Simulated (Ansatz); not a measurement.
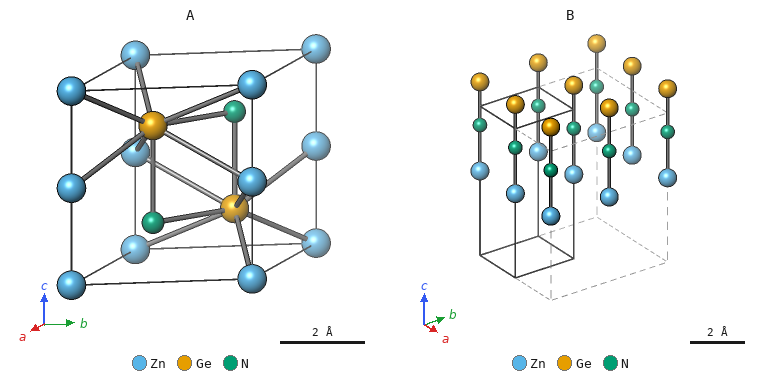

Two structures of ZnGeN, each relaxed to rest (conventional cells in solid outline, small ones repeated, not to one scale). Method: Ansatz 0.2.0, DFT PBE, scalar-relativistic, plane waves, PAW, without spin polarisation.

Which structures are these?

A: ZrBeSi type, P6_3/mmc. B: 3 atoms a cell on a primitive hexagonal lattice, P6mm.

Which structure is more stable?

B is lower, by 75 meV/atom at this level of theory (energies at zero smearing). Volumes: A 13.3, B 21.0 Å³/atom.

One or both may be structure types tried for this composition rather than known phases.
